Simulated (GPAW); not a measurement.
KTaO3 (Pm-3m): refractive index against wavelength

The refractive index of KTaO3 (Pm-3m) below the direct gap (2.80 eV on the mesh) is read from one computed spectrum, n = √(Re ε).

Symmetry: Pm-3m, No. 221, cubic system. Conventional cell: a = 3.988 Å, b = 3.988 Å, c = 3.988 Å, α = 90.00°, β = 90.00°, γ = 90.00°. Around Ta on site a lie 6 O at 1.99 Å. Around K on site b lie 12 O at 2.82 Å. Around O on site d lie 2 Ta at 1.99 Å.

Method: GPAW 26.7.0, PBE, RPA, k-mesh 8×8×8, local fields up to 70 eV, Lorentzian half width 0.12 eV.

Launch of the response step: `OMP_NUM_THREADS=1 python df.py`. The run took 94 s, its band step included, on 1 thread of Arm Neoverse V2, on a shared host.

```tsv
wavelength (nm)	photon energy E (eV)	n
2000	0.620	2.1834
1550	0.800	2.1905
1310	0.946	?
1064	1.165	2.2115
850	1.459	2.2360
700	1.771	2.2722
633	1.959	2.3008
```

In the single-oscillator model n² − 1 = E₀E_d/(E₀² − E²), so 1/(n² − 1) = E₀/E_d − E²/(E₀E_d) is linear in E².

Working, on the rows shown:

| x = E² (eV²) | y = 1/(n² − 1) |
| --- | --- |
| 0.384302 | 0.265447 |
| 0.639837 | 0.263276 |
| 1.35784 | 0.257021 |
| 2.12762 | 0.250019 |
| 3.13716 | 0.240218 |
| 3.83641 | 0.2329 |

Means: x̄ = 1.9139, ȳ = 0.25148. Σ(x − x̄)(y − ȳ) = -0.08928, Σ(x − x̄)² = 9.51. Slope = -0.08928 / 9.51 = -0.009388; intercept = ȳ − slope · x̄ = 0.26945. Turned back into n, the line misses the rows shown by at most 0.0021.

What does the fit predict for the withheld row, and how well does it do?

At x = 0.89576 the line gives y = 0.26104, that is 2.1979. The run gave 2.1978, so the interpolation is off by 0.00012, 0.1 % of the range in the table.

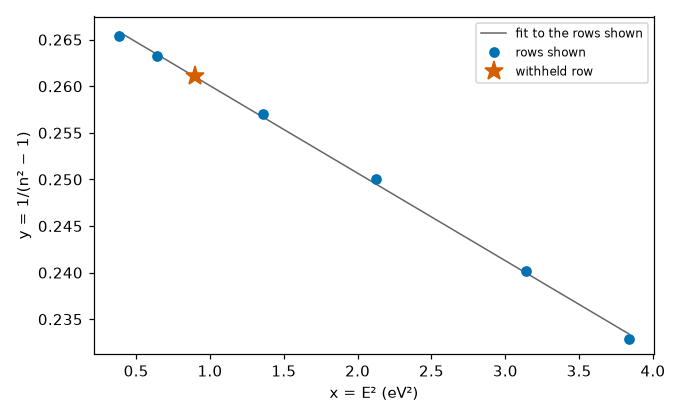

Refitted with all rows, the slope is -0.009391 and the intercept 0.26946. These give E₀ = √(intercept/−slope) = 5.36 eV and E_d = E₀/intercept = 19.9 eV; E₀ is 1.9 times the direct gap. The electronic limit at long wavelengths, without lattice vibrations, is n = √(1 + 1/intercept) = 2.171. Excitons are left out; PBE gaps are as a rule too small. The values come from a sum over the points of one k-mesh and carry its error, which grows as the direct gap shrinks. This version of GPAW has incomplete matrix elements in the optical limit, which can lower ε − 1 by up to a tenth where first-row anions or d states rule. Spin-orbit coupling is left out.

[Logs are printed without paths, hosts, clocks, repeated set-up lines and the standing remarks that a program may print on its own settings, such as how far it seeks lower states.]
